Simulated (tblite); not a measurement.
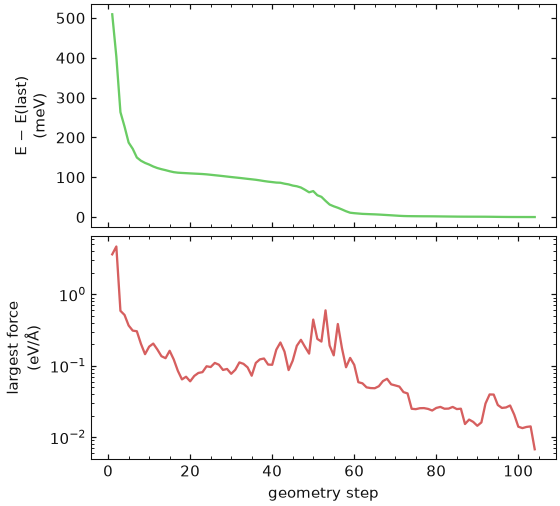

History of a geometry optimisation.

- system: C5H9BrO (SMILES CC[C@H](C)C(=O)Br)
- method: GFN2-xTB geometry optimisation, gas phase (tblite 0.8.0)

How did the optimisation end?

Answer. The optimisation met its thresholds at geometry 104, counting the start as the first. The energy fell by about 510 meV from the first step to the last. The largest force goes from about 3.6 eV/Å at the start to 7 × 10⁻³ eV/Å at the end.
